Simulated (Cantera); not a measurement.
A closed system holds: 1 mol Al₂O₃, 0.39 mol H₂O, equilibrated at 2350 K.

Method: chemical equilibrium by Gibbs-energy minimisation in Cantera with the NASA 1993 tables (ideal gas, pure condensed phases). Candidate condensed phases: Al, Al₂O₃, H₂O; 19 gas species. The tables' values for AlOH are old estimates; treat these amounts as uncertain. Gases not in the tables: Al(OH)₃. Equilibrium is a limit: real reactors are often held back by kinetics, nucleation or transport.

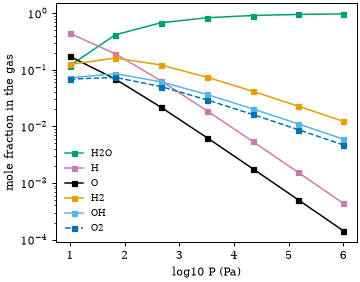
Figure: Equilibrium gas composition (values under 1e-9 drawn at 1e-9)

From 10.0 Pa to 10.0 bar the condensed part is Al₂O₃(l).
